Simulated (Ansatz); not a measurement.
Base system: CdSe in the wurtzite structure (space group P6_3mc, No. 186; a = 4.383 Å, c = 7.155 Å).

One thing is altered: a hydrostatic pressure of 7.5 GPa.

Calculations: PBE/PAW in Ansatz (a first-principles code), no SOC, earlier PAW set.

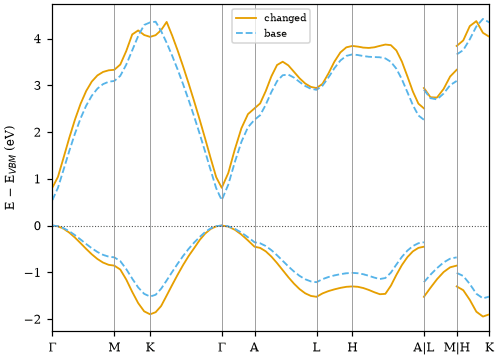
Figure: Highest valence and lowest conduction band along the path, each from its own valence-band maximum

Question: Read the changed gap and its character from the plot.

Answer: About 0.8 eV, direct at Γ.

Load acts through the strain it causes; cell and atoms are relaxed under it. Stability against distortions was not tested. Measured, CdSe leaves this structure (for rock salt) near 2.72 GPa (temperature not stated; as listed in Datta, Sujoy, Jana, Debnarayan, arXiv (2020)), on rising pressure, with hysteresis.
